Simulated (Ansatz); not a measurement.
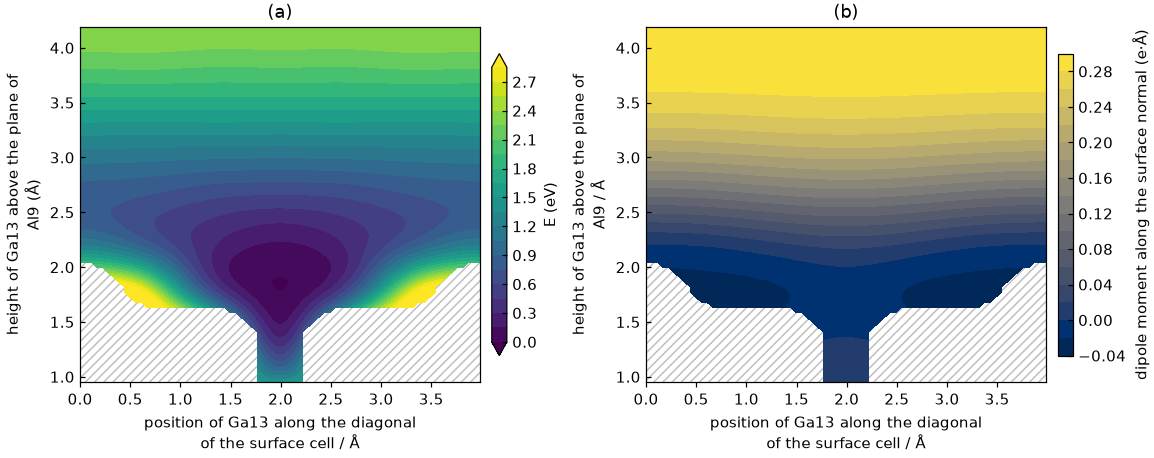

Ga on an Al(100) slab cut from the Fm-3m phase, its upper half relaxed before the scan (12 atoms of substrate and one adsorbate in a 2 × 2 cell). Ga is moved along a line over the surface and along the normal, above a rigid substrate. Coordinates scanned: (1) position of Ga13 along the diagonal of the surface cell, from above Al9; (2) height of Ga13 above the plane of Al9. The scan uses a 6 × 8 grid; 25 points were computed and 12 follow by symmetry. At 11 points there is no value (left out of the scan, as a rule where atoms come close). Points are written as (first, second). All energies are given in eV relative to the lowest grid point. All numbers below come from Ansatz, DFT LDA, scalar-relativistic, plane waves, PAW. Settings: cutoff 420 eV, k-mesh 5×5×1, gaussian smearing 0.1 eV, spin-polarised.

Panel (a) is the energy and panel (b) the computed dipole moment along the surface normal on the same grid.

In the figure: filled contours, one colour for all values above the top of the scale, hatched blanks where no value was computed. Between grid points the surface is interpolated.

Q: How does the dipole moment along the surface normal vary over the map, and what is it at the lowest grid point?

A: Leaving out the highest fifth of the energies, it runs from −0.02 e·Å at (1.33 Å, 1.77 Å) [nearest 1 Al at 2.21 Å] to 0.27 e·Å at (1.99 Å, 3.49 Å). At the lowest grid point, (1.99 Å, 1.77 Å) [nearest 4 Al at 2.66 Å], it is −0.01 e·Å.

PAW datasets: the set soft_1.
